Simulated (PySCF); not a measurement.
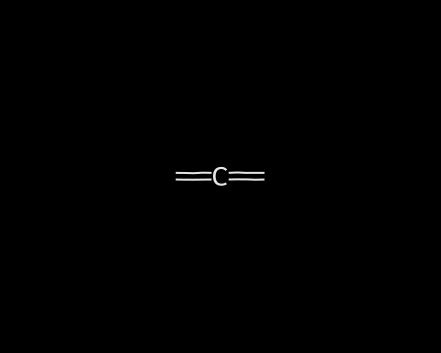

The computed structure is the end point of a GFN2-xTB optimisation. No frequency run is at hand to confirm it as a minimum. Properties computed with ωB97X-D/def2-SVPD, gas phase (PySCF 2.14.0). Excitations: vertical, linear response.

Computed properties:

The species is C3H4 (`C=C=C`).
- HOMO energy (Kohn–Sham orbital): −9.63 eV
- LUMO energy (Kohn–Sham orbital): 2.17 eV
- HOMO–LUMO gap: 11.80 eV
- mean static polarisability: 39.2 bohr³
- lowest vertical singlet excitation: 6.14 eV
- its oscillator strength: 0.000
- brightest of the 8 lowest singlets: 8.18 eV
- its oscillator strength: 1.18
